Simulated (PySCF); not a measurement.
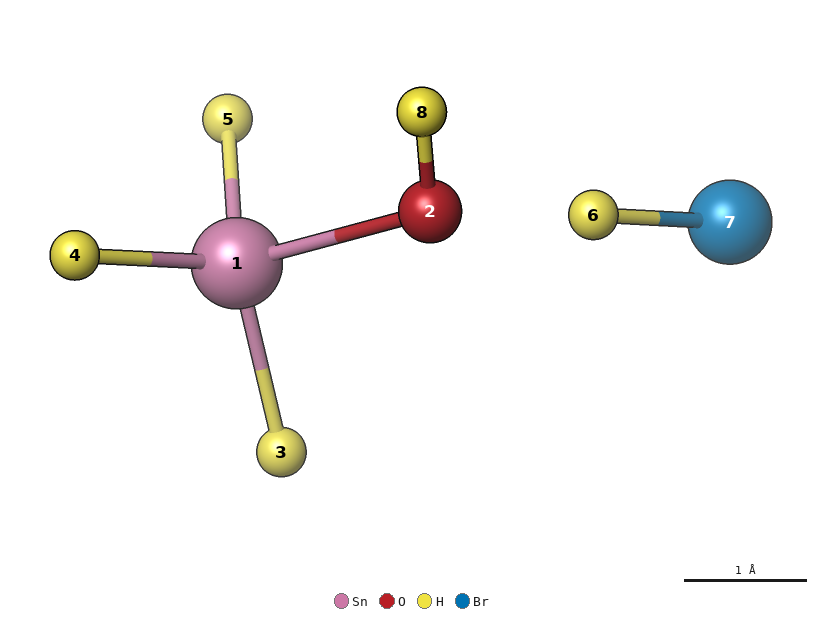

Orthographic view. Atoms fade into the background with distance from the viewer. The computed structure is the end point of a PBE0-D4/def2-TZVP optimisation. No frequency run is at hand to confirm it as a minimum.

Write the connection table.

Sn1: O2, H3, H4, H5
O2: Sn1, H8
H3: Sn1
H4: Sn1
H5: Sn1
H6: Br7
Br7: H6
H8: O2
